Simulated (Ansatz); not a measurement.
## C$_{3}$H$_{6}$AlN: geometry relaxation (part 1 of 2)

C$_{3}$H$_{6}$AlN, SMILES N=[CH][Al]1[CH2][CH2]1, computed with RKS PBE-D4/def2-SVP (Ansatz 0.2.0).

The geometry: force-field start. Figures and captions count atoms from 1; the log counts them from 0 in places.

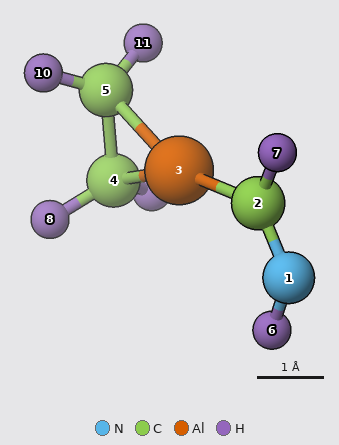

The input geometry (ball-and-stick view, seen at a tilt; atoms are numbered from 1 in the order of the input). Sticks mark near contacts. Bond lengths as drawn: Al–C 1.91 to 2.00 Å, C–C 1.47 Å, C–H 1.07 to 1.15 Å, C–N 1.23 Å and H–N 1.06 Å.

**The input**
```yaml
crystal:
  periodic: [false, false, false]
  atoms:
    - {symbol: N, position_ang: [0.112300, 2.861200, 0.944500]}
    - {symbol: C, position_ang: [0.803700, 2.082500, 0.284100]}
    - {symbol: Al, position_ang: [0.209700, 0.223300, -0.066900]}
    - {symbol: C, position_ang: [-0.864100, -1.360400, 0.005100]}
    - {symbol: C, position_ang: [0.368400, -1.643900, -0.753300]}
    - {symbol: H, position_ang: [-0.856300, 2.638100, 1.298900]}
    - {symbol: H, position_ang: [1.797300, 2.416800, -0.085100]}
    - {symbol: H, position_ang: [-1.794600, -1.326300, -0.654000]}
    - {symbol: H, position_ang: [-1.007500, -1.872100, 1.029800]}
    - {symbol: H, position_ang: [0.243500, -1.764800, -1.807500]}
    - {symbol: H, position_ang: [1.052900, -2.311400, -0.174900]}
basis:
  gaussian: {orbitals: def2-SVP}
hamiltonian: {xc: pbe, dispersion: d4}
relax: {f_tol: 0.03, max_steps: 200}
```

Machine: 4 CPU threads, shared host.

Launch command:
```bash
ansatz run in.yaml --threads 4 --pin off --events-out ev --progress --plain --max-ram 10444MiB
```

**What the program printed**
```
Functional definition: PBE
  name "PBE"
  cite "Perdew, Burke & Ernzerhof, Phys. Rev. Lett. 77, 3865 (1996) doi:10.1103/PhysRevLett.77.3865"
  parent pbe
  parameter kappa = 0.804
  parameter beta = 0.06672455060314922
  exchange = pbe_x(kappa = kappa, mu = beta*pi^2/3)
  correlation = pbe_c(beta = beta)
1187 factors; their error is unknown
mean field evaluation 1: about -11256.0044 eV, gradient 8.8e1 eV
mean field evaluation 2: about -11162.5466 eV, gradient 1.8e2 eV
mean field evaluation 4: about -11274.4530 eV, gradient 3.4e1 eV
mean field evaluation 8: about -11277.1278 eV, gradient 1.6e-1 eV
mean field evaluation 16: about -11277.0576 eV, gradient 2.2e-3 eV
mean field -11277.05764622 eV, -414.4242246343 hartree, gradient 1.7e-5 eV, S^2 0.000000; 1 other end points of the search recorded, 0 dependent functions left out
the calculation of the forces begins
reference -11277.05768399 eV, -414.4242260224 hartree; 22, 22 occupied and 82, 82 virtual orbitals, 1187 factors
relax step   1: F+E_penalty+E_count = -11277.24769028 eV  Δ(F+E_penalty+E_count) = +0.000e0 eV  max|allowed force component| = 3.523e0 eV/Å  Δτ_max = 0.0000 Å  (49 SCF iters, accepted)
these checks for a lower state are left out or cut short: starts, cluster_reference, orbital_swaps, neighbouring_geometries, increment
1187 factors; their error is unknown
mean field evaluation 32: about -11277.5005 eV, gradient 2.7e-5 eV
mean field -11277.50048084 eV, -414.4404985063 hartree, gradient 2.7e-5 eV, S^2 0.000000; 0 other end points of the search recorded, 0 dependent functions left out
the calculation of the forces begins
reference -11277.50051930 eV, -414.4404999197 hartree; 22, 22 occupied and 82, 82 virtual orbitals, 1187 factors
relax step   2: F+E_penalty+E_count = -11277.68875590 eV  Δ(F+E_penalty+E_count) = -4.411e-1 eV  max|allowed force component| = 1.378e0 eV/Å  Δτ_max = 0.1085 Å  (32 SCF iters, accepted)
these checks for a lower state are left out or cut short: starts, cluster_reference, orbital_swaps, neighbouring_geometries, increment
1187 factors; their error is unknown
mean field -11277.46668941 eV, -414.4392566944 hartree, gradient 1.4e-5 eV, S^2 0.000000; 0 other end points of the search recorded, 0 dependent functions left out
the calculation of the forces begins
reference -11277.46672788 eV, -414.4392581082 hartree; 22, 22 occupied and 82, 82 virtual orbitals, 1187 factors
relax step   3: F+E_penalty+E_count = -11277.65405729 eV  Δ(F+E_penalty+E_count) = +3.470e-2 eV  max|allowed force component| = 2.033e0 eV/Å  Δτ_max = 0.1906 Å  (36 SCF iters, rejected (line search))
these checks for a lower state are left out or cut short: starts, cluster_reference, orbital_swaps, neighbouring_geometries, increment
1187 factors; their error is unknown
mean field -11277.61181374 eV, -414.4445899151 hartree, gradient 2.5e-5 eV, S^2 0.000000; 0 other end points of the search recorded, 0 dependent functions left out
the calculation of the forces begins
reference -11277.61185245 eV, -414.4445913378 hartree; 22, 22 occupied and 82, 82 virtual orbitals, 1187 factors
relax step   4: F+E_penalty+E_count = -11277.80038874 eV  Δ(F+E_penalty+E_count) = -1.116e-1 eV  max|allowed force component| = 7.944e-1 eV/Å  Δτ_max = 0.0952 Å  (31 SCF iters, accepted)
these checks for a lower state are left out or cut short: starts, cluster_reference, orbital_swaps, neighbouring_geometries, increment
1187 factors; their error is unknown
mean field -11277.65244190 eV, -414.4460829726 hartree, gradient 1.3e-5 eV, S^2 0.000000; 0 other end points of the search recorded, 0 dependent functions left out
the calculation of the forces begins
reference -11277.65248047 eV, -414.4460843899 hartree; 22, 22 occupied and 82, 82 virtual orbitals, 1187 factors
relax step   5: F+E_penalty+E_count = -11277.84106946 eV  Δ(F+E_penalty+E_count) = -4.068e-2 eV  max|allowed force component| = 1.547e-1 eV/Å  Δτ_max = 0.0820 Å  (31 SCF iters, accepted)
these checks for a lower state are left out or cut short: starts, cluster_reference, orbital_swaps, neighbouring_geometries, increment
1187 factors; their error is unknown
mean field -11277.65607800 eV, -414.4462165965 hartree, gradient 1.3e-5 eV, S^2 0.000000; 0 other end points of the search recorded, 0 dependent functions left out
the calculation of the forces begins
reference -11277.65611662 eV, -414.4462180158 hartree; 22, 22 occupied and 82, 82 virtual orbitals, 1187 factors
relax step   6: F+E_penalty+E_count = -11277.84482350 eV  Δ(F+E_penalty+E_count) = -3.754e-3 eV  max|allowed force component| = 6.880e-2 eV/Å  Δτ_max = 0.0329 Å  (32 SCF iters, accepted)
these checks for a lower state are left out or cut short: starts, cluster_reference, orbital_swaps, neighbouring_geometries, increment
1187 factors; their error is unknown
mean field evaluation 64: about -11277.6563 eV, gradient 2.9e-1 eV
mean field -11277.65648543 eV, -414.4462315695 hartree, gradient 1.3e-5 eV, S^2 0.000000; 0 other end points of the search recorded, 0 dependent functions left out
the calculation of the forces begins
reference -11277.65652405 eV, -414.4462329886 hartree; 22, 22 occupied and 82, 82 virtual orbitals, 1187 factors
relax step   7: F+E_penalty+E_count = -11277.84533845 eV  Δ(F+E_penalty+E_count) = -5.149e-4 eV  max|allowed force component| = 2.504e-2 eV/Å  Δτ_max = 0.0140 Å  (33 SCF iters, accepted)
these checks for a lower state are left out or cut short: starts, cluster_reference, orbital_swaps, neighbouring_geometries, increment
1187 factors; their error is unknown
mean field -11277.65678273 eV, -414.4462424952 hartree, gradient 1.3e-5 eV, S^2 0.000000; 0 other end points of the search recorded, 0 dependent functions left out
the calculation of the forces begins
reference -11277.65682135 eV, -414.4462439141 hartree; 22, 22 occupied and 82, 82 virtual orbitals, 1187 factors
relax step   8: F+E_penalty+E_count = -11277.84580545 eV  Δ(F+E_penalty+E_count) = -4.670e-4 eV  max|allowed force component| = 3.870e-2 eV/Å  Δτ_max = 0.0191 Å  (31 SCF iters, accepted)
these checks for a lower state are left out or cut short: starts, cluster_reference, orbital_swaps, neighbouring_geometries, increment
1187 factors; their error is unknown
mean field -11277.65697938 eV, -414.4462497216 hartree, gradient 1.3e-5 eV, S^2 0.000000; 0 other end points of the search recorded, 0 dependent functions left out
the calculation of the forces begins
reference -11277.65701799 eV, -414.4462511407 hartree; 22, 22 occupied and 82, 82 virtual orbitals, 1187 factors
relax step   9: F+E_penalty+E_count = -11277.84625300 eV  Δ(F+E_penalty+E_count) = -4.476e-4 eV  max|allowed force component| = 6.369e-2 eV/Å  Δτ_max = 0.0305 Å  (32 SCF iters, accepted)
these checks for a lower state are left out or cut short: starts, cluster_reference, orbital_swaps, neighbouring_geometries, increment
1187 factors; their error is unknown
mean field -11277.65434128 eV, -414.4461527733 hartree, gradient 1.2e-5 eV, S^2 0.000000; 0 other end points of the search recorded, 0 dependent functions left out
the calculation of the forces begins
reference -11277.65437979 eV, -414.4461541888 hartree; 22, 22 occupied and 82, 82 virtual orbitals, 1187 factors
relax step  10: F+E_penalty+E_count = -11277.84384203 eV  Δ(F+E_penalty+E_count) = +2.411e-3 eV  max|allowed force component| = 3.293e-1 eV/Å  Δτ_max = 0.0135 Å  (33 SCF iters, rejected (line search))
these checks for a lower state are left out or cut short: starts, cluster_reference, orbital_swaps, neighbouring_geometries, increment
1187 factors; their error is unknown
mean field evaluation 96: about -11277.6571 eV, gradient 1.3e-5 eV
mean field -11277.65711361 eV, -414.4462546547 hartree, gradient 1.3e-5 eV, S^2 0.000000; 0 other end points of the search recorded, 0 dependent functions left out
the calculation of the forces begins
reference -11277.65715222 eV, -414.4462560736 hartree; 22, 22 occupied and 82, 82 virtual orbitals, 1187 factors
relax step  11: F+E_penalty+E_count = -11277.84641156 eV  Δ(F+E_penalty+E_count) = -1.586e-4 eV  max|allowed force component| = 2.403e-2 eV/Å  Δτ_max = 0.0068 Å  (33 SCF iters, accepted)
```

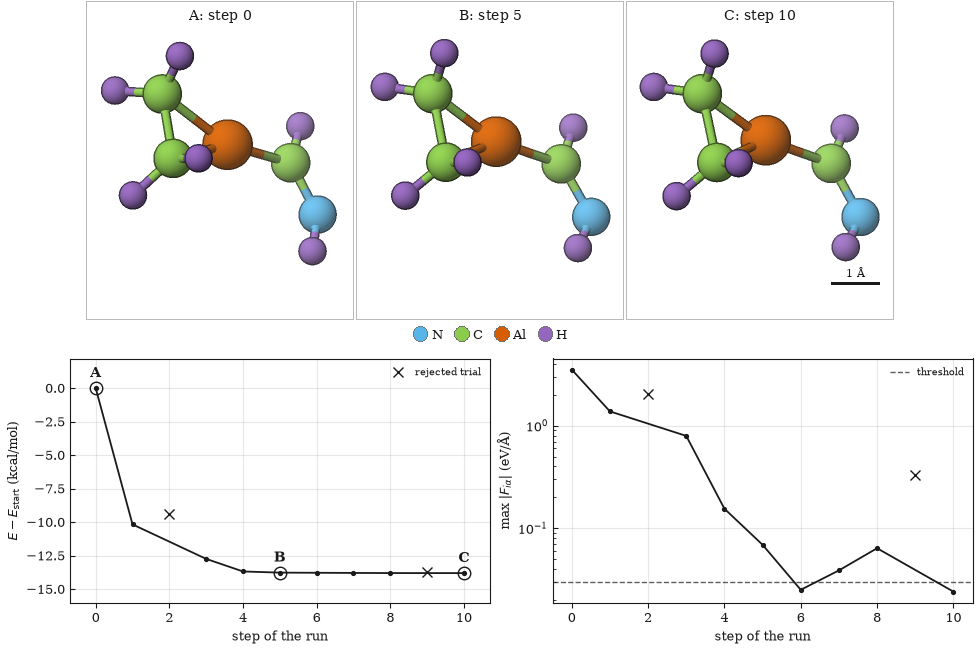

Frames of the relaxation (ball-and-stick view, seen at a tilt) above the curves, on which the letters mark them (the first geometry is step 0 here and step 1 in the log).

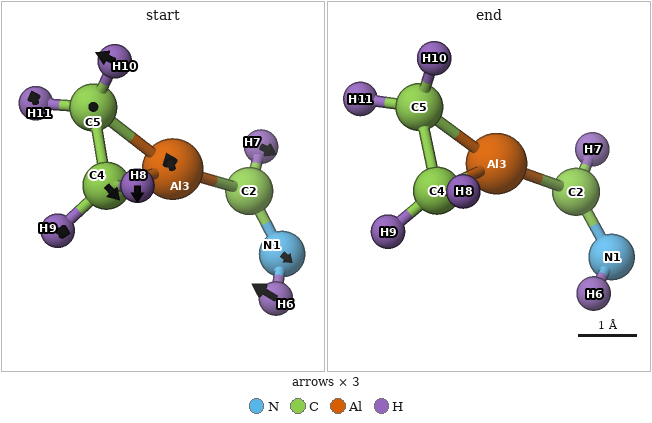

Before (left) and after (right) the relaxation, at one scale (ball-and-stick view, seen at a tilt). The black arrows give the displacements, magnified 3 times. H6 moves most after the best rigid fit: 0.17 Å. Largest moves by element: H 0.17 Å, Al 0.12 Å, C 0.12 Å, N 0.08 Å. Among the contacts that change: C4–C5 1.475 → 1.590 Å, Al3–C5 1.996 → 1.932 Å, N1–C2 1.233 → 1.289 Å, C4–H9 1.154 → 1.107 Å. Among the angles that change: C2–N1–H6 124.1° → 110.8°, H10–C5–H11 121.0° → 109.8°, C2–Al3–C4 159.5° → 149.6°. After 10 geometry steps the energy has fallen by 13.8 kcal/mol. The largest force component goes from 3.5 to 0.024 eV/Å. The line search rejected the trial steps at points 2, 9 (counted from 0) and went back. (Atoms are counted from 1 in the order of the input.)

```
1187 factors; their error is unknown
mean field -11277.65711361 eV, -414.4462546546 hartree, gradient 2.2e-5 eV, S^2 0.000000; 1 other end points of the search recorded, 0 dependent functions left out
the calculation of the forces begins
reference -11277.65715222 eV, -414.4462560736 hartree; 22, 22 occupied and 82, 82 virtual orbitals, 1187 factors
Total energy: -11277.84645017 eV, -414.4532126448 hartree
Atom 0 at     0.070212     2.928621     0.960339 Å, force     0.009176    -0.019065    -0.011252 eV/Å
Atom 1 at     0.802548     2.102519     0.294898 Å, force    -0.022050     0.012746     0.013982 eV/Å
Atom 2 at     0.324486     0.197723    -0.097756 Å, force     0.014728     0.024034     0.001366 eV/Å
Atom 3 at    -0.925843    -1.269420     0.042404 Å, force     0.000281    -0.000383    -0.004419 eV/Å
Atom 4 at     0.414206    -1.623178    -0.737297 Å, force    -0.001780    -0.004139     0.011731 eV/Å
Atom 5 at    -0.812632     2.474003     1.269451 Å, force     0.003901     0.001313    -0.001280 eV/Å
Atom 6 at     1.770801     2.520728    -0.072361 Å, force     0.002250    -0.004043    -0.001159 eV/Å
Atom 7 at    -1.845475    -1.303297    -0.573441 Å, force    -0.007146    -0.003127    -0.001304 eV/Å
```
